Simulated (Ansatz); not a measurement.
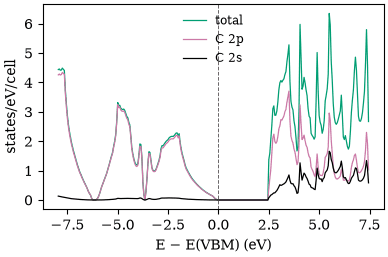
Figure. Total and projected density of states of C in space group Fd-3m (No. 227; C on 32e), r²SCAN in the plane-wave PAW code Ansatz

Task: Which orbitals carry the states next to the gap?

Result: Top 1 eV of the valence band: C 2p 97 %. Bottom 1 eV of the conduction band: C 2p 66 %, C 2s 12 %, outside the projected shells 22 %. Projections are on Löwdin-orthogonalised atomic valence shells; empty p or d shells of many metals are not among them.

The start of the workflow was typed in or built on a structure type. Its sites differ from those of the usual phase in this space group: another stacking or structure type. Symmetry was held in the r²SCAN relaxation; its stability against distortions is not shown here.

Potentials: the earlier of the program's two PAW sets.
